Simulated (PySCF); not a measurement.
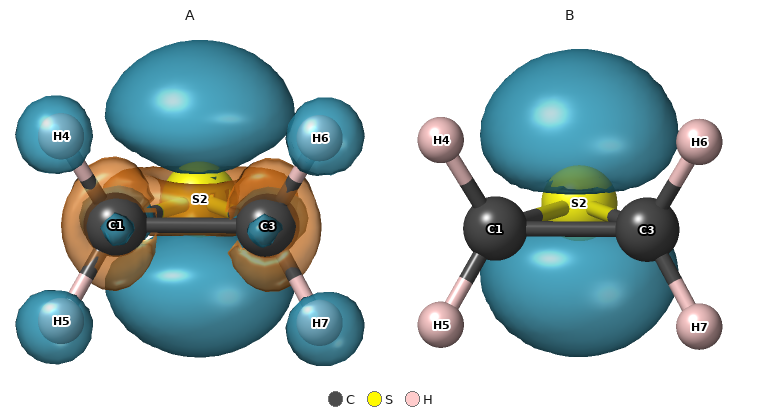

C₂H₄S, SMILES `C1SC1`. The Fukui function f⁻ from two separate SCF calculations and the density of the HOMO, at ±0.04 e/Å³ (light blue positive, orange negative).

Computed with PySCF, TPSS/aug-cc-pVDZ, geometry: GFN2-xTB. No frequency check shows the geometry to be a minimum. GFN2-xTB bond lengths at metals and heavier atoms can be off by up to 0.1 Å and shapes distorted, which carries into these values.

Cartesian coordinates (Å):

```
C1       0.7866   -0.7401    0.0000
S2      -0.8535   -0.0000   -0.0000
C3       0.7866    0.7400    0.0000
H4       1.0542   -1.2598    0.9098
H5       1.0545   -1.2596   -0.9098
H6       1.0540    1.2600    0.9098
H7       1.0543    1.2598   -0.9098
```

Which panel is which, and how good is the frozen-orbital picture?

A is f⁻ (it has negative regions), B the HOMO density. The HOMO lies on S2 (82 %) and C1 and C3 (5 % each); f⁻ (Hirshfeld-condensed) is largest on S2 (0.58); the vertical ionisation energy is 8.91 eV. Relaxation shifts 24 % of the electron between atoms. The orbital energy is −5.41 eV.
